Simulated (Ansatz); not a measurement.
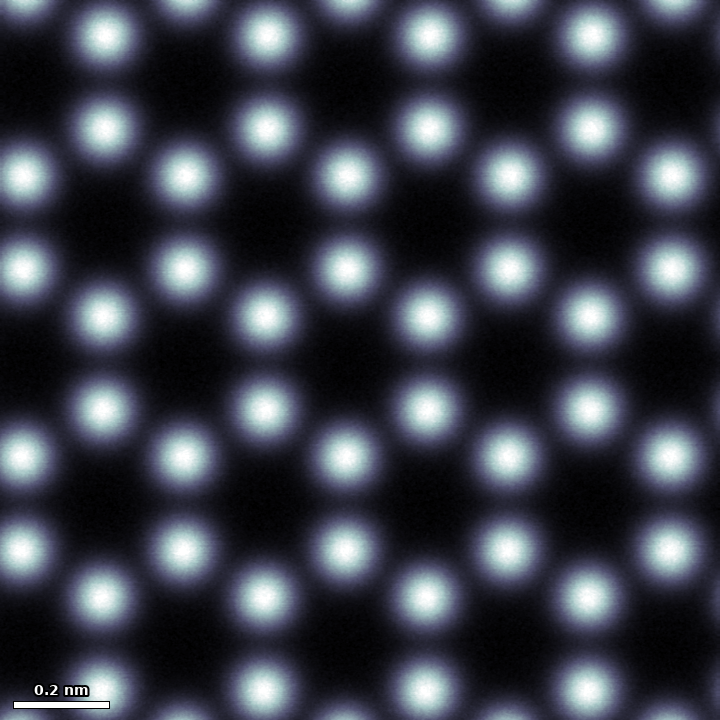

HAADF-like image of Lu. Simulation: incoherent imaging, intensity Z^1.7 per atom, probe width 0.94 Å, thin sample. The probe carries 15 % of its weight in a tail 2.5 times as wide. The display is stretched by a gamma of 0.8; percentages refer to the linear signal. Shot noise and a slight drift were added.

Give the net of the columns and its spacings.

Answer. The pattern repeats on a hexagonal net with a repeat of 3.4 Å.

Which plane group does this projection have?

Answer. p6mm: sixfold points with mirror lines through them.

How many columns does the smallest repeating cell hold, and how many levels of brightness?

Answer. 2 columns in the primitive cell of 10.3 Å², all of one brightness.

The crystal is Lu (P6_3/mmc, No. 194) seen along [001]. Model: the geometry relaxed with DFT PBEsol, scalar-relativistic, plane waves, PAW (Ansatz 0.2.0).
